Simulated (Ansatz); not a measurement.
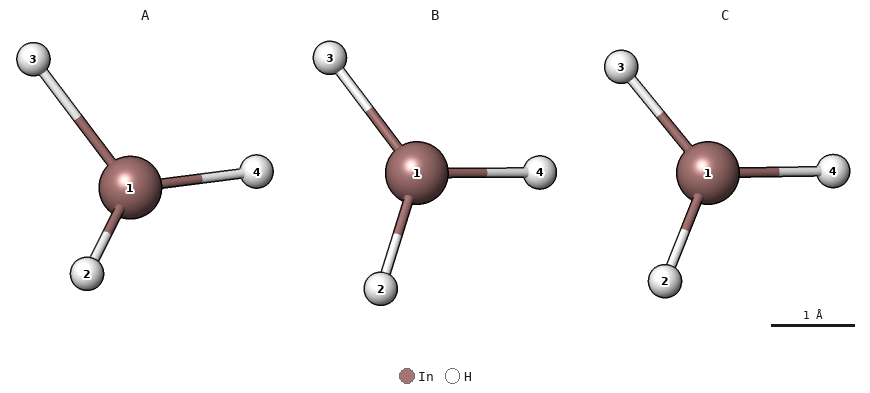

3 geometries from one relaxation of InH3 (coarse preliminary run), in shuffled order. A ball-and-stick model, seen at a tilt.

All numbers below come from RKS PBE-D4/def2-SVP (Ansatz). (force threshold 0.03 eV/Å; at most 250 steps)

**Put them in the order of the run, from the start to the converged end.**

A, C, B. They are steps 0, 1, 3, at +11.1 kcal/mol, +1.79 kcal/mol relative to the last. After 3 geometry steps the energy has fallen by 11.1 kcal/mol. Largest force component: 2.3 eV/Å at the start, 0.00079 eV/Å at the end. The atom that moves furthest after the best rigid fit is In1 (0.22 Å). Largest moves by element: In 0.22 Å, H 0.19 Å. Some distances before and after: In1–H3 1.958 → 1.746 Å, In1–H2 1.584 → 1.746 Å, In1–H4 1.727 → 1.746 Å. Bond angles that change, for instance: H2–In1–H3 104.6° → 120.0°, H2–In1–H4 132.4° → 120.0°. The run took 1.7 s on 2 threads of Arm Neoverse V2, on a shared host.
